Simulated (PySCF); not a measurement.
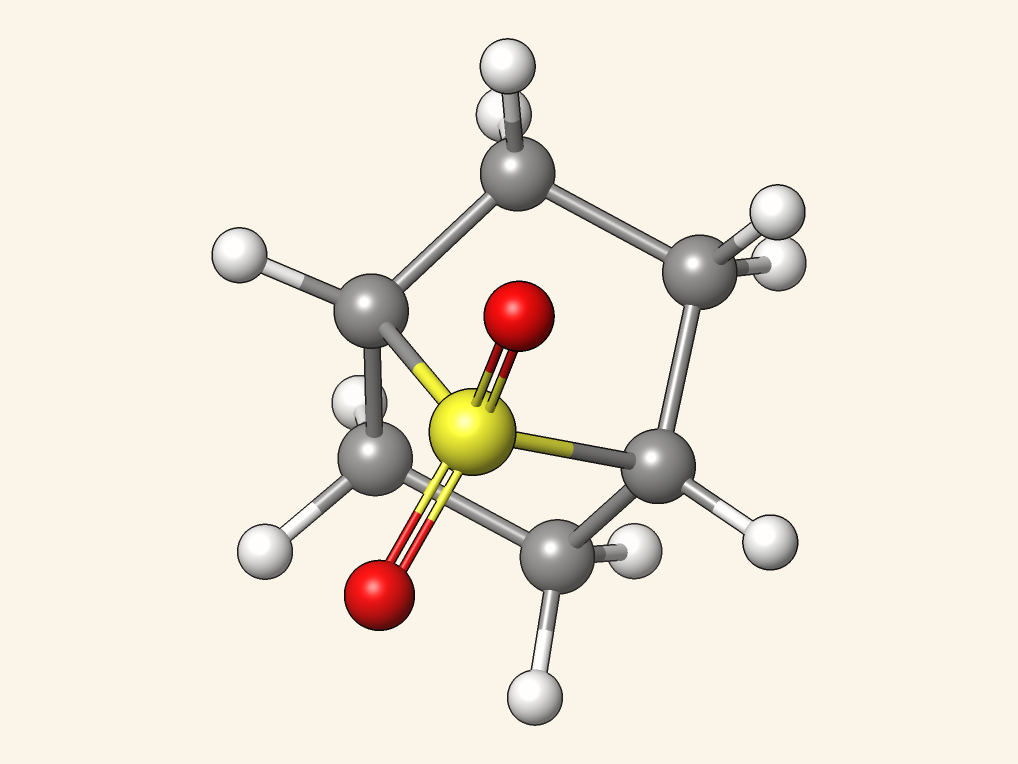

The picture shows a molecular structure as a ball-and-stick model. Multiple sticks mark multiple bonds (one Kekulé form). Colours: oxygen red, sulfur yellow, carbon grey, hydrogen white.

The geometry was computed by an optimisation with GFN2-xTB. No frequency run is at hand to confirm it as a minimum.

**Count the atoms of each element.**

C₆H₁₀O₂S, 19 atoms: 6 carbon, 10 hydrogen, 2 oxygen and 1 sulfur.

**Name functional groups in it.**

Among them: sulfone.

**Does it have rings?**

Independent rings (smallest set): 2 of 5 members.

**Give a SMILES string for it.**

O=S1(=O)[C@H]2CC[C@@H]1CC2

**What is the point group of this geometry?**

C2v.

The parts below concern this one geometry. Atoms keep their numbers from picture to picture.

### Shape

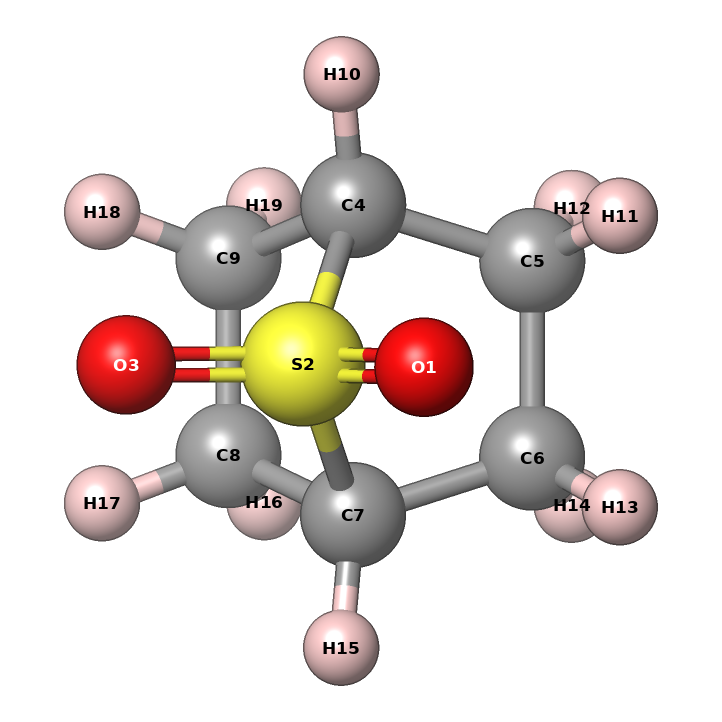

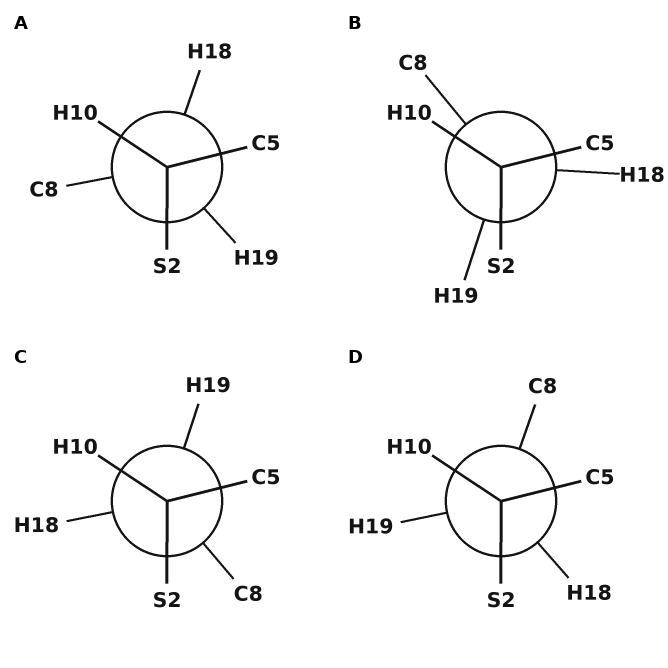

Atoms fade into the background with distance from the viewer. Bonds that would overlap in a projection are set slightly apart. No frequency run is at hand to confirm it as a minimum.

**Which Newman projection shows the view along C4–C9, with C4 in front?**

C. The torsion angle S2–C4–C9–C8 is −41°, synclinal (gauche).

### Ring current

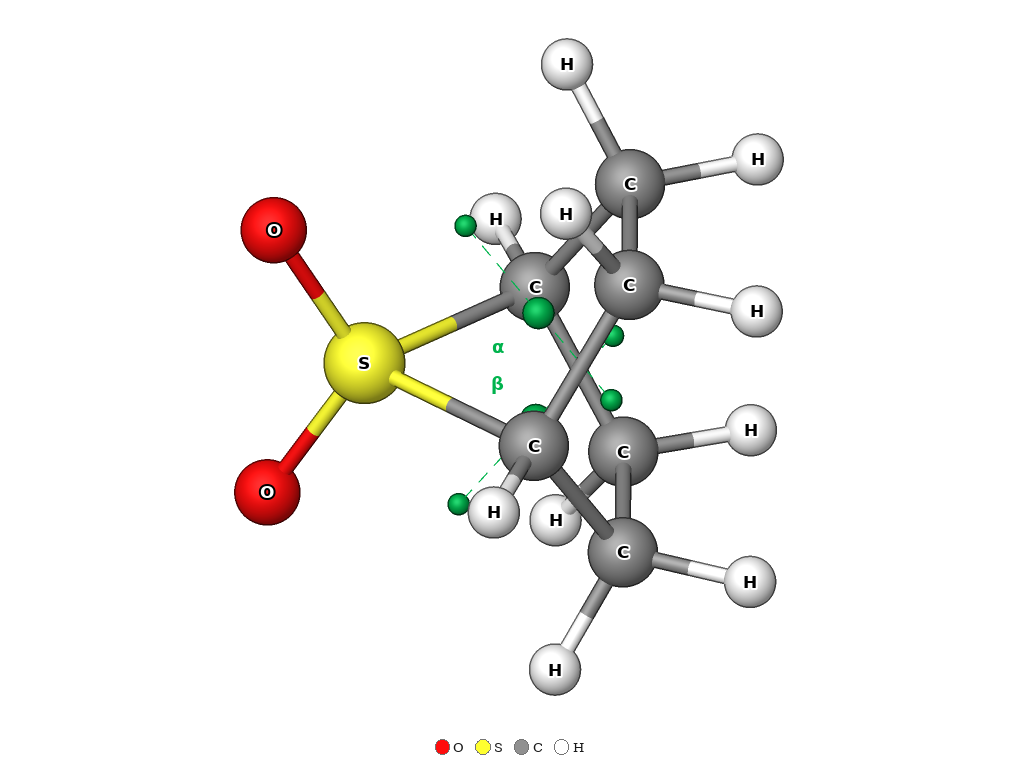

The small points mark where nucleus-independent chemical shifts (NICS) were computed: at the centre of each lettered ring and 1 Å above and below it. No frequency run is at hand to confirm it as a minimum. Level of theory: GIAO PBE0/pcSseg-1 NMR shielding, non-relativistic, gas phase (PySCF 2.14.0).

Give NICS(0), NICS(1) and the out-of-plane component NICS(1)zz for each ring (means of the two sides).

| ring | members | NICS(0) | NICS(1) | NICS(1)zz |
| --- | --- | --- | --- | --- |
| α | C4S | −7.7 | −5.4 | −7.9 |
| β | C4S | −7.7 | −5.4 | −7.9 |

Values in ppm.

### Electronic properties

No frequency run is at hand to confirm it as a minimum. Level of theory: PBE0/pcSseg-1, gas phase (PySCF 2.14.0).

**Give the LUMO energy (Kohn–Sham orbital) at this level.**

0.91 eV.

**Give the HOMO energy (Kohn–Sham orbital) at this level.**

−7.70 eV.

**What is the dipole moment?**

5.15 D.

### NMR shielding

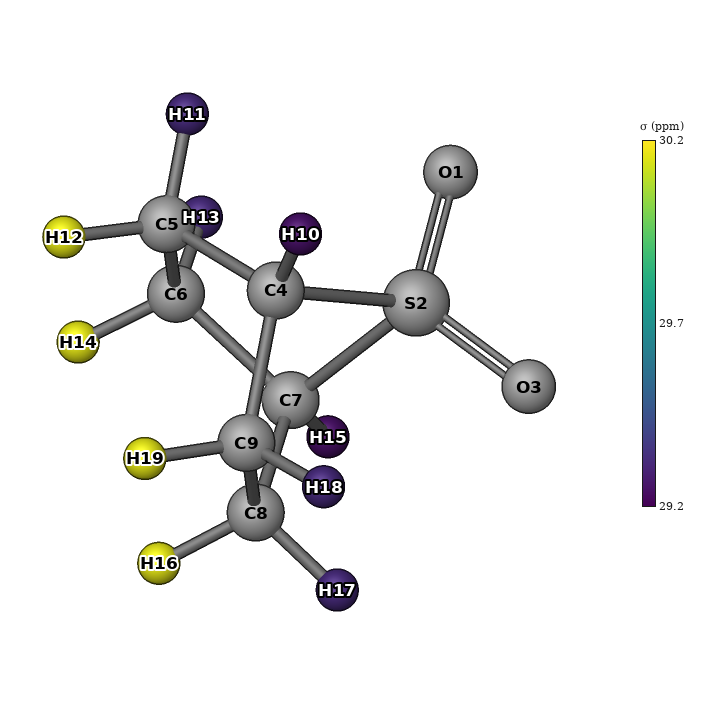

Atoms are coloured by their isotropic NMR shieldings (H only, the others grey). No frequency run is at hand to confirm it as a minimum. Properties computed with GIAO PBE0/pcSseg-1 NMR shielding, non-relativistic, gas phase (PySCF 2.14.0).

**Which H atom is the most shielded (lowest chemical shift)?**

H12, H14, H16, H19 (30.15 to 30.16 ppm).

**Which H atom is the least shielded (highest chemical shift)?**

H10, H15 (29.25 ppm).

**How wide is the range of H shifts?**

0.91 ppm.

List the isotropic NMR shieldings of the H atoms.

```
atom  σ (ppm)
 H10    29.25
 H11    29.32
 H12    30.15
 H13    29.32
 H14    30.16
 H15    29.25
 H16    30.16
 H17    29.32
 H18    29.32
 H19    30.16
```

### Quadrupole coupling

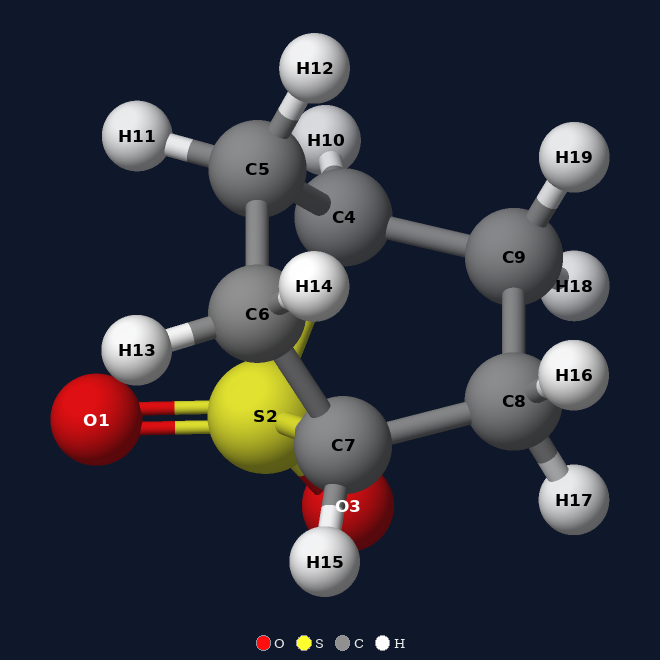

No frequency run is at hand to confirm it as a minimum. Electric field gradients from the ground-state density, PBE0/pcSseg-1 (PySCF 2.14.0), non-relativistic apart from any core potentials.

Give the largest field-gradient component, the quadrupole coupling constant and the asymmetry for 17O at O1 (Q = −25.6 mb), 33S at S2 (Q = −67.81 mb).

```csv
atom,V_zz (a.u.),e²qQ/h (MHz),η
O1,1.351,−8.12,0.06
S2,−0.026,0.408,0.39
```
